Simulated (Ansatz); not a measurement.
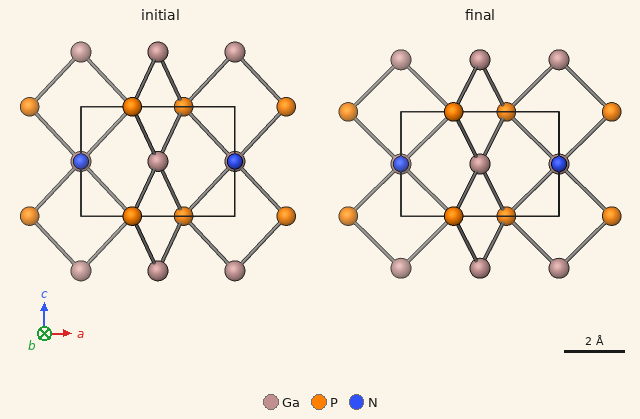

The structure of a crystal of Ga3P2N (a generated structure, set up in P6/mmm) (coarse preliminary run) before (left) and after (right) a relaxation, at one scale.

The picture is a ball-and-stick view of the cell of the calculation, seen along the b axis.

Method: DFT PBE, scalar-relativistic, plane waves, PAW in Ansatz.

The input:
```yaml
crystal:
  lattice:
    - [6.0131902362, 0.0, 0.0]
    - [-3.0065951181, 5.2075755023, 0.0]
    - [0.0, 0.0, 3.6999128049]
  atoms:
    - { symbol: Ga, position: [0.5, 0.5, 0.5] }
    - { symbol: Ga, position: [0.5, 0.0, 0.5] }
    - { symbol: Ga, position: [0.0, 0.5, 0.5] }
    - { symbol: P, position: [0.6666666667, 0.3333333333, 0.0] }
    - { symbol: P, position: [0.3333333333, 0.6666666667, 0.0] }
    - { symbol: "N", position: [0.0, 0.0, 0.5], spin: 2.05 }
basis:
  ecutwfc: 420
kpoints:
  mp_grid: { grid: [3, 3, 6] }
hamiltonian:
  xc: pbe
scf:
  occupations: { method: gaussian, width: 0.1 }
  lower_state_search: "off"
output:
  forces: true
  stress: true
  eigenvalues: true
  populations: true
magnetization:
  spin_polarized: true
relax:
  adjacent_minimum: "off"
  f_tol: 0.04
  max_steps: 70
  cell: { stress_tol: 0.4 }
```

Run as
```bash
ansatz run input.yaml --threads 1 --pin off --max-ram 2560MiB --backend cpu --events-out ev --progress --plain --runs-dir out
```

Q: What changed between the two?

A: The atoms keep their places relative to the cell (all moves are under 0.005 Å). Cell: a = b 6.013 → 6.174 Å (+2.7 %), c 3.700 → 3.525 Å (−4.7 %). Volume +0.4 %. Near-neighbour distances that change, for instance: Ga1–P4 2.537 → 2.507 Å. Among the angles between lasting bonds that change: Ga1–P5–Ga1 93.6° → 89.4°, P4–Ga2–P4 93.6° → 89.4°, P4–Ga2–P5 86.4° → 90.6°. The space group stays P6/mmm (No. 191). Over 3 accepted moves (4 points after the start) the energy falls by 0.129 eV per cell of the calculation. All forces vanish by symmetry, so only the cell relaxes. Pressure: −0.64 GPa at the start and 0.02 GPa at the end. The SCF was repeated once at an unchanged geometry on a basis and grid sized afresh for the cell, which shifted the energy by 2.0 meV per cell of the calculation at most. Cost: 90 s on 1 thread of Intel(R) Xeon(R) Processor @ 2.50GHz (Skylake/Cascade Lake) (shared host), peak memory 0.47 GiB.
